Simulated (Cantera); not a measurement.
Charge: 1 mol Si, 4.1 mol Cl₂, a varied amount of H₂, held at 1073.15 K and 0.133 bar.

These are equilibrium values from Cantera (NASA tables, ideal gas, pure condensed phases), not measurements of a reactor. Candidate condensed phases: Si; 19 gas species. The tables' values for SiCl₃ are old estimates; treat these amounts as uncertain. Kinetics and transport are ignored.

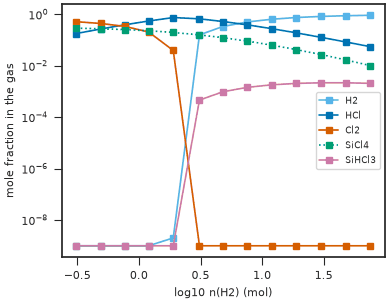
Fig. 1. Equilibrium gas composition (values under 1e-9 drawn at 1e-9)

From 0.31 mol H₂ to 75 mol H₂ nothing is condensed. The main Si-bearing gas is SiCl₄ throughout.
